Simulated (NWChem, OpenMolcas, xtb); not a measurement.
A ladder of methods for SnCl2 (SMILES [Cl][Sn][Cl])

SnCl2 has 3 atoms, charge 0, and is taken as a singlet. As SMILES, `[Cl][Sn][Cl]`. Geometry: relaxed at PBE0-D4/def2-TZVP.

```xyz
3

Cl    1.1542    1.2207    0.7560
Sn   -0.7969    0.5189   -0.3766
Cl   -0.3682   -1.8045   -0.3926
```

Each level gives the vertical energy of the triplet above the singlet (eV). The values are calculated.

| level | kind | program | value (eV) | less CCSD(T)/def2-SVP | CPU time (all runs) |
| --- | --- | --- | --- | --- | --- |
| GFN0-xTB | semi-empirical | xtb | 3.85 | +1.12 | under 2 s |
| HF/def2-SVP (core potential) | Hartree–Fock | OpenMolcas | 2.27 | -0.46 | 15 s |
| SVWN5/def2-SVP (core potential) | LDA | OpenMolcas | 3.04 | +0.31 | 33 s |
| PBE/def2-SVP (core potential) | GGA | OpenMolcas | 2.91 | +0.18 | 43 s |
| M06-L/def2-SVP (core potential) | meta-GGA | OpenMolcas | 3.23 | +0.50 | 54 s |
| r2SCAN/def2-SVP (core potential) | meta-GGA | OpenMolcas | 2.81 | +0.08 | 56 s |
| B3LYP/def2-SVP (core potential) | global hybrid | NWChem | 2.98 | +0.25 | 32 s |
| MP2/def2-SVP (core potential) | perturbation theory | NWChem | 2.69 | -0.04 | 36 s |
| CCSD(T)/def2-SVP (core potential), open shells restricted | coupled cluster or CI | OpenMolcas | 2.73 | 0.00 | 57 s |

CCSD(T)/def2-SVP (core potential), open shells restricted is the highest level here, not the true value. Spin-orbit coupling, which can split open shells on such heavy atoms by tenths of an eV, is left out. The values span 2.27 to 3.85 eV. GFN0-xTB: no spin polarisation, so open shells miss the exchange term that lowers them. In the correlated wave-function rows the outer d shell of Sn is correlated, in sets not made for it. The upper state's dipole differs much between rows, so they may not all be the same state. In so small a basis fixed costs decide the times, and correlated methods can beat functionals. CPU times are rough (shared hosts, several kinds of processor and program).

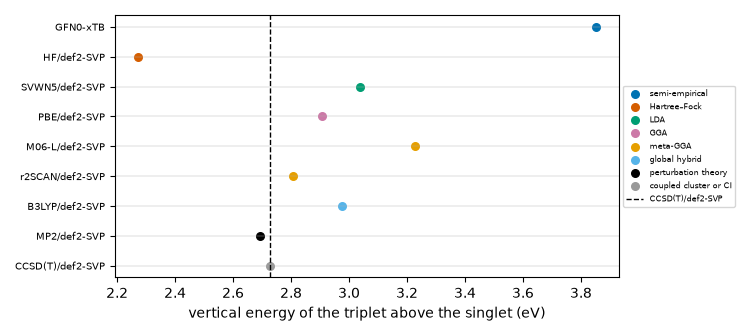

The values of the table, level by level.
